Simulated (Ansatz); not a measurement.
## SiHO2F: a changed input and its effect

System: SiHO2F, SMILES O=[Si](O)F.
Method of run A: RKS wB97M-V/def2-TZVPP (Ansatz 0.2.0).

The geometry comes from this level: PBE0-D4/def2-TZVP. Text and figures count atoms from 1; the logs count them from 0 in places.

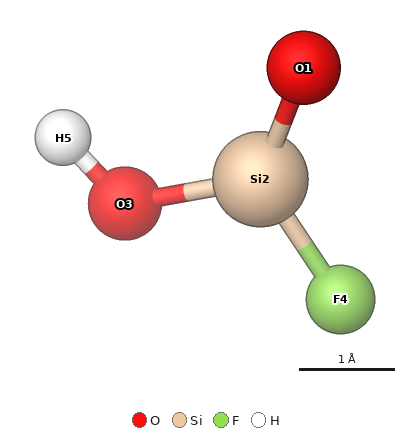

Fig. 1: The input geometry (ball-and-stick view, seen at a tilt; atoms are numbered from 1 in the order of the input). Bond lengths as drawn: F–Si 1.57 Å, H–O 0.96 Å and O–Si 1.51 to 1.61 Å.

### The input, run A
```yaml
crystal:
  periodic: [false, false, false]
  atoms:
    - {symbol: O, position_ang: [-0.205129, -1.719462, 0.346545]}
    - {symbol: Si, position_ang: [-0.375486, -0.277836, -0.054745]}
    - {symbol: O, position_ang: [0.691789, 0.924014, 0.001965]}
    - {symbol: F, position_ang: [-1.671436, 0.386976, -0.633650]}
    - {symbol: H, position_ang: [1.560262, 0.686307, 0.339895]}
basis:
  gaussian: {orbitals: def2-TZVPP}
hamiltonian: {xc: {name: wB97M-V}}
```

Command:
```bash
ansatz run in.yaml --threads 2 --pin off --events-out ev --progress --plain --max-ram 4352MiB
```

Hardware: 2 threads of Intel Xeon @ 2.50GHz, 11 GiB of memory available, shared host.

### Output (run A)
```
Functional definition: wB97M-V
  parameter omega = 0.3/bohr
  parameter cx = 0.15
  parameter cx01 = 1.007
  parameter cx10 = 0.259
  parameter css00 = 0.443
  parameter css04 = -1.437
  parameter css10 = -4.535
  parameter css20 = -3.390
  parameter css43 = 4.278
  parameter cos00 = 1.000
  parameter cos10 = 1.358
  parameter cos20 = 2.924
  parameter cos21 = -8.812
  parameter cos60 = -1.390
  parameter cos61 = 9.142
  parameter b = 6.0
  parameter c = 0.01
  gx(w, u) = 1 - cx + cx01*u + cx10*w
  gss(w, u) = css00 + css04*u^4 + css10*w + css20*w^2 + css43*w^4*u^3
  gos(w, u) = cos00 + cos10*w + (cos20 + cos21*u)*w^2 + (cos60 + cos61*u)*w^6
  exchange = spin_sum(e_x_unif_sr(omega)*gx(b97_w, b97_u_x)) + cx*exact_x_sr(omega) + exact_x_lr(omega)
  correlation = spin_sum(e_c_pw_mod_same_spin*gss(b97_w, b97_u_same))
      + integral(e_c_pw_mod_opposite_spin*gos(b97_w_opposite, b97_u_opposite)) + vv10(b, c)
808 factors; their error is unknown
154 factors; integrals over basis functions are off by at most 7.8e-6 eV
mean field evaluation 1: about -14700.8665 eV, gradient 7.2e1 eV
mean field evaluation 2: about -14694.1730 eV, gradient 9.6e1 eV
mean field evaluation 4: about -14709.3603 eV, gradient 3.3e0 eV
mean field evaluation 8: about -14709.3806 eV, gradient 1.0e-1 eV
mean field evaluation 16: about -14709.3959 eV, gradient 3.6e-5 eV
mean field -14709.39585259 eV, -540.5603271962 hartree, gradient 3.6e-5 eV, S^2 0.000000; 0 other end points of the search recorded, 0 dependent functions left out
reference -14709.39589065 eV, -540.5603285947 hartree; 20, 20 occupied and 129, 129 virtual orbitals, 808 factors
Total energy: -14709.39589065 eV, -540.5603285947 hartree
```

The input of run B differs as follows (lines with − go, lines with + come):
```diff
-    - {symbol: O, position_ang: [-0.205129, -1.719462, 0.346545]}
-    - {symbol: Si, position_ang: [-0.375486, -0.277836, -0.054745]}
-    - {symbol: O, position_ang: [0.691789, 0.924014, 0.001965]}
-    - {symbol: F, position_ang: [-1.671436, 0.386976, -0.633650]}
-    - {symbol: H, position_ang: [1.560262, 0.686307, 0.339895]}
+    - {symbol: O, position_ang: [-1.035278, -1.137436, 0.142461]}
+    - {symbol: Si, position_ang: [-0.414465, 0.316460, -0.143063]}
+    - {symbol: O, position_ang: [1.027134, 0.729952, -0.038904]}
+    - {symbol: F, position_ang: [-1.613854, 1.252731, -0.561283]}
+    - {symbol: H, position_ang: [-1.982718, -1.254564, 0.033878]}
```

How does run B compare with run A?

With the same method and basis, run B lies 1.7 kcal/mol higher.

### Output (run B)
```
Functional definition: wB97M-V
  parameter omega = 0.3/bohr
  parameter cx = 0.15
  parameter cx01 = 1.007
  parameter cx10 = 0.259
  parameter css00 = 0.443
  parameter css04 = -1.437
  parameter css10 = -4.535
  parameter css20 = -3.390
  parameter css43 = 4.278
  parameter cos00 = 1.000
  parameter cos10 = 1.358
  parameter cos20 = 2.924
  parameter cos21 = -8.812
  parameter cos60 = -1.390
  parameter cos61 = 9.142
  parameter b = 6.0
  parameter c = 0.01
  gx(w, u) = 1 - cx + cx01*u + cx10*w
  gss(w, u) = css00 + css04*u^4 + css10*w + css20*w^2 + css43*w^4*u^3
  gos(w, u) = cos00 + cos10*w + (cos20 + cos21*u)*w^2 + (cos60 + cos61*u)*w^6
  exchange = spin_sum(e_x_unif_sr(omega)*gx(b97_w, b97_u_x)) + cx*exact_x_sr(omega) + exact_x_lr(omega)
  correlation = spin_sum(e_c_pw_mod_same_spin*gss(b97_w, b97_u_same))
      + integral(e_c_pw_mod_opposite_spin*gos(b97_w_opposite, b97_u_opposite)) + vv10(b, c)
808 factors; their error is unknown
154 factors; integrals over basis functions are off by at most 8.2e-6 eV
mean field evaluation 1: about -14700.6276 eV, gradient 7.3e1 eV
mean field evaluation 2: about -14693.0588 eV, gradient 9.9e1 eV
mean field evaluation 4: about -14709.2820 eV, gradient 3.4e0 eV
mean field evaluation 8: about -14709.3199 eV, gradient 1.8e-1 eV
mean field evaluation 16: about -14709.3200 eV, gradient 2.6e-5 eV
mean field -14709.31997381 eV, -540.5575387023 hartree, gradient 2.6e-5 eV, S^2 0.000000; 0 other end points of the search recorded, 0 dependent functions left out
reference -14709.32001193 eV, -540.5575401032 hartree; 20, 20 occupied and 129, 129 virtual orbitals, 808 factors
Total energy: -14709.32001193 eV, -540.5575401032 hartree
```

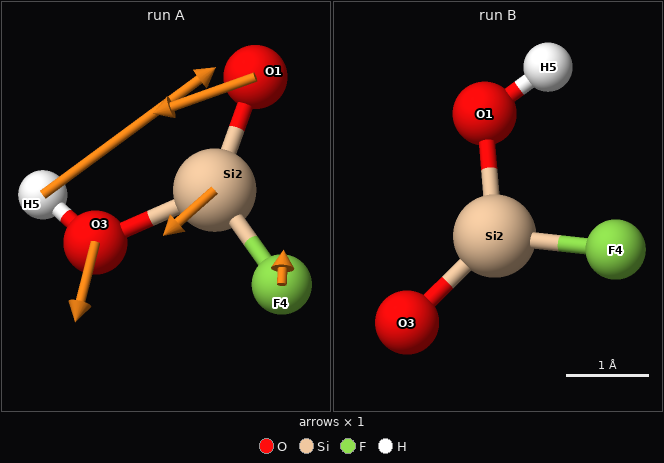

Fig. 2: The two input geometries at one scale (ball-and-stick view, seen at a tilt). The orange arrows on the first give the shifts of the atoms after the best rigid fit, at true length. The largest move after the best rigid fit is that of H5, 2.63 Å. By element the largest moves are H 2.63 Å, O 1.35 Å, Si 0.85 Å, F 0.45 Å. Among the contacts that change: O3–H5 0.962 → 3.606 Å, O1–H5 2.984 → 0.961 Å, Si2–O3 1.608 → 1.503 Å, O1–Si2 1.506 → 1.606 Å.

### The two runs side by side

```csv
quantity,run A,run B
outcome,converged,converged
total energy (hartree),−540.560329,−540.557540
basis functions,149,149
wall time (shared host),5 s,4.4 s
```
